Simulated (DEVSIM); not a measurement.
Structure: Schottky contact on n-type GaN, at 300 K.

| layer (left to right) | material | thickness (μm) | Nd (cm⁻³) | τn (s) | τp (s) |
|---|---|---|---|---|---|
| 1 | GaN | 1.70 | 8e15 | 6.8e-10 | 6.8e-10 |

Left contact: Schottky, work function 5.21 eV, emission velocity 5.4e6 cm/s. Right contact: ohmic. Voltage is applied to the left contact. Recombination: SRH at mid-gap, Auger. Mobility is constant in doping.

The device is made up for the run: typed textbook-type constants, with dimensions and the other settings drawn at random. Values at 300 K.

| parameter | GaN |
|---|---|
| gap (eV) | 3.43 |
| affinity (eV) | 4.1 |
| permittivity | 9.5 |
| Nc (cm⁻³) | 2.3e18 |
| Nv (cm⁻³) | 4.6e19 |
| μn (cm²/Vs) | 1200 |
| μp (cm²/Vs) | 100 |
| Cn (cm⁶/s) | 1e-30 |
| Cp (cm⁶/s) | 1e-30 |

DEVSIM, 1D drift-diffusion, Boltzmann statistics, complete ionisation; no tunnelling, impact ionisation, image-force lowering or self-heating. Metal contacts follow the ideal Schottky-Mott rule: no Fermi-level pinning, no interface dipoles.

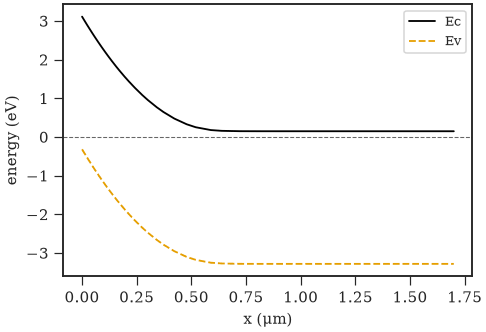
*Band edges at -2.0 V on the left contact*

Energies count from the Fermi level of the right contact; mesh points crowd at the junctions.

| x (μm) | Ec (eV) | Ev (eV) | n (cm⁻³) | p (cm⁻³) | field (V/cm) |
|---|---|---|---|---|---|
| 0.000 | 3.110 | -0.320 | < 1e2 | < 1e2 | -95000 |
| 0.009229 | 3.023 | -0.407 | < 1e2 | < 1e2 | -93000 |
| 0.02190 | 2.906 | -0.524 | < 1e2 | < 1e2 | -91000 |
| 0.03682 | 2.772 | -0.658 | < 1e2 | < 1e2 | -89000 |
| 0.07046 | 2.481 | -0.949 | < 1e2 | < 1e2 | -84000 |
| 0.1060 | 2.193 | -1.237 | < 1e2 | < 1e2 | -78000 |
| 0.1548 | 1.828 | -1.602 | < 1e2 | < 1e2 | -71000 |
| 0.2421 | 1.266 | -2.164 | < 1e2 | < 1e2 | -58000 |
| 0.3417 | 0.766 | -2.664 | 310000 | < 1e2 | -43000 |
| 0.4784 | 0.327 | -3.103 | 7.5e12 | < 1e2 | -22000 |
| 0.6394 | 0.157 | -3.273 | 5.4e15 | < 1e2 | -2400 |
| 0.9783 | 0.146 | -3.284 | 8.0e15 | < 1e2 | ≈ 0 |
| 1.181 | 0.146 | -3.284 | 8.0e15 | < 1e2 | ≈ 0 |
| 1.329 | 0.146 | -3.284 | 8.0e15 | < 1e2 | ≈ 0 |
| 1.458 | 0.146 | -3.284 | 8.0e15 | < 1e2 | ≈ 0 |
| 1.531 | 0.146 | -3.284 | 8.0e15 | < 1e2 | ≈ 0 |
| 1.583 | 0.146 | -3.284 | 8.0e15 | < 1e2 | ≈ 0 |
| 1.618 | 0.146 | -3.284 | 8.0e15 | < 1e2 | ≈ 0 |
| 1.656 | 0.146 | -3.284 | 8.0e15 | < 1e2 | ≈ 0 |
| 1.674 | 0.146 | -3.284 | 8.0e15 | < 1e2 | ≈ 0 |
| 1.688 | 0.146 | -3.284 | 8.0e15 | < 1e2 | ≈ 0 |
| 1.700 | 0.146 | -3.284 | 8.0e15 | < 1e2 | ≈ 0 |
